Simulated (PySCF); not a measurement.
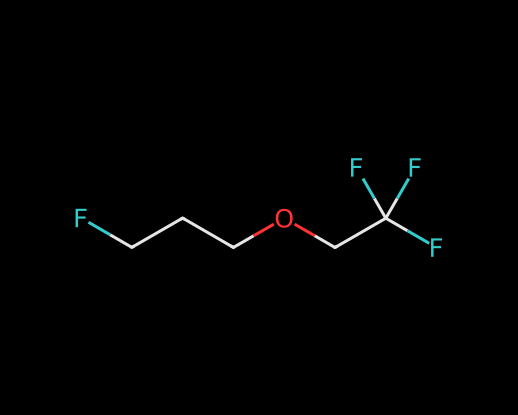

2D structure.

**Give its SMILES.**

FCCCOCC(F)(F)F

**Give the formula, hydrogens included.**

C5H8F4O.

**An optimisation with PBE0-D3(BJ)/def2-SVP gave a structure of which point group?**

C1. Other conformers may differ.

The parts below concern this one geometry. Atoms keep their numbers from picture to picture. The geometry was computed by an optimisation with PBE0-D3(BJ)/def2-SVP. No frequency run is at hand to confirm it as a minimum.

## Geometry

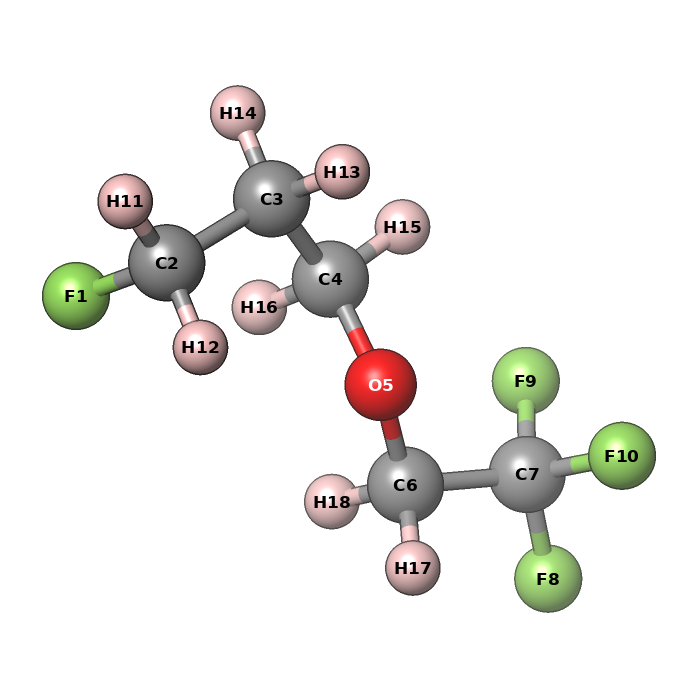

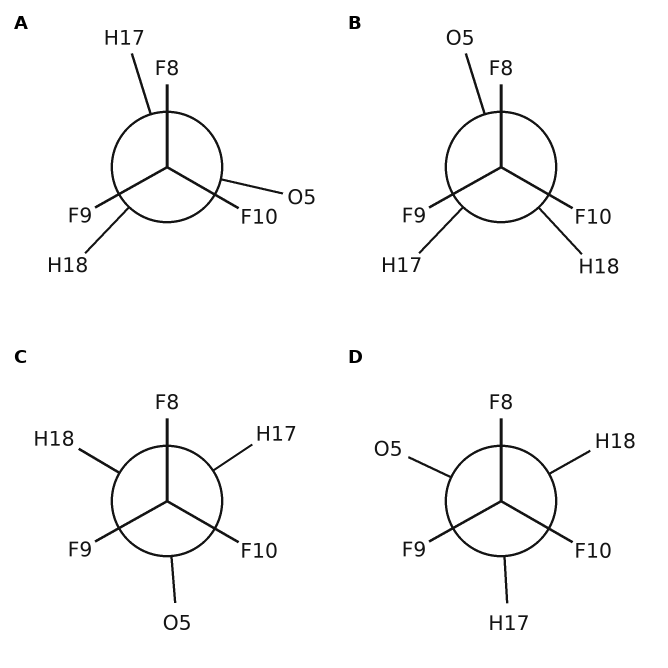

Distant atoms are faded towards the background colour. Bonds that would overlap in a projection are set slightly apart. No frequency run is at hand to confirm it as a minimum.

**Which Newman projection shows the view along C7–C6, with C7 in front?**

C. The torsion angle F8–C7–C6–O5 is 175°, antiperiplanar (anti).

## Electronic properties

No frequency run is at hand to confirm it as a minimum. Level of theory: PBE0/def2-SVPD, gas phase (PySCF 2.14.0). Excitations: vertical, linear response.

**Give the dipole moment at this level.**

1.44 D.

**What is the mean static polarisability?**

69.8 bohr³.

**Give the HOMO–LUMO gap at this level.**

8.79 eV.

**Give the HOMO energy (Kohn–Sham orbital) at this level.**

−8.25 eV.

## NMR shielding

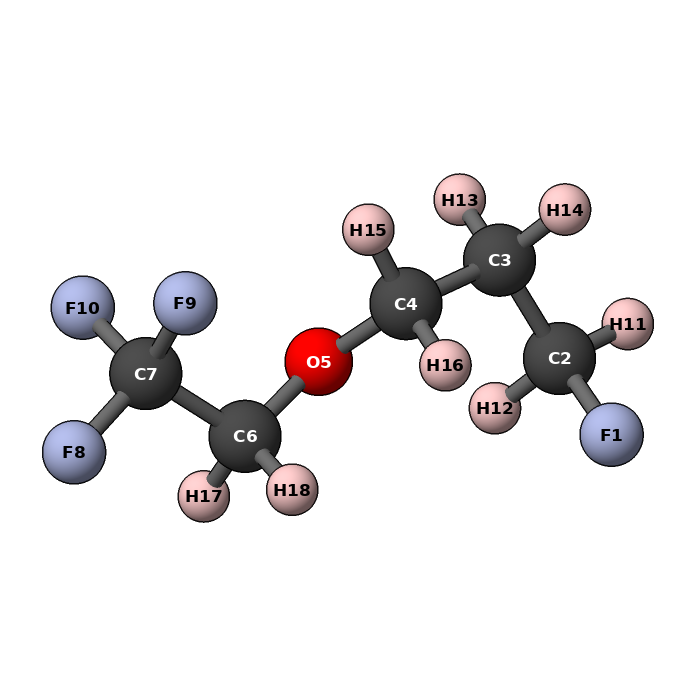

No frequency run is at hand to confirm it as a minimum. Level of theory: GIAO CAM-B3LYP/pcSseg-1 NMR shielding, non-relativistic, gas phase (PySCF 2.14.0). Principal shieldings σ11 ≤ σ22 ≤ σ33, span Ω = σ33 − σ11, skew κ = 3(σiso − σ22)/Ω.

**Which C atom has the most anisotropic shielding?**

C2, with a span of 100 ppm.

Give the shielding tensors of the C atoms.

```
atom    σ11    σ22    σ33   σiso      Ω      κ
  C2   64.7   77.7  164.8  102.4  100.2   0.74
  C3  143.5  146.3  155.6  148.5   12.2   0.54
  C4   78.6   95.5  166.9  113.7   88.3   0.62
  C6   84.7   95.0  147.6  109.1   62.9   0.67
  C7   44.9   50.7   55.2   50.2   10.3  −0.13
```

Shieldings and span in ppm.

## Quadrupole coupling

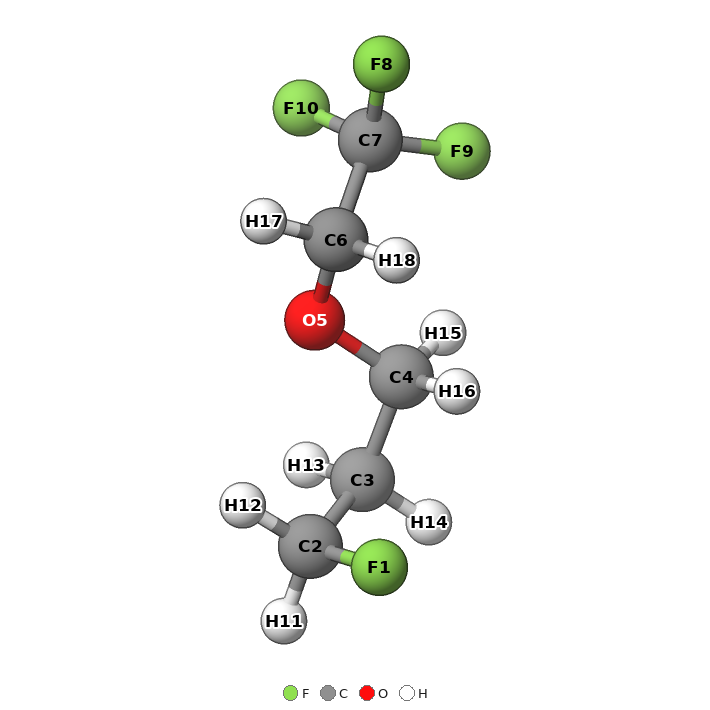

No frequency run is at hand to confirm it as a minimum. Electric field gradients from the ground-state density, PBE0/pcSseg-1 in benzene (IEF-PCM) (PySCF 2.14.0), non-relativistic apart from any core potentials.

Give the largest field-gradient component, the quadrupole coupling constant and the asymmetry for 17O at O5 (Q = −25.6 mb), 2H at H11 (Q = 2.86 mb), 2H at H12 (Q = 2.86 mb), 2H at H13 (Q = 2.86 mb), 2H at H14 (Q = 2.86 mb).

```
atom  V_zz (a.u.)  e²qQ/h (MHz)     η
  O5        2.026        −12.19  0.90
 H11        0.274         0.184  0.08
 H12        0.273         0.183  0.09
 H13        0.282         0.190  0.04
 H14        0.284         0.191  0.04
```
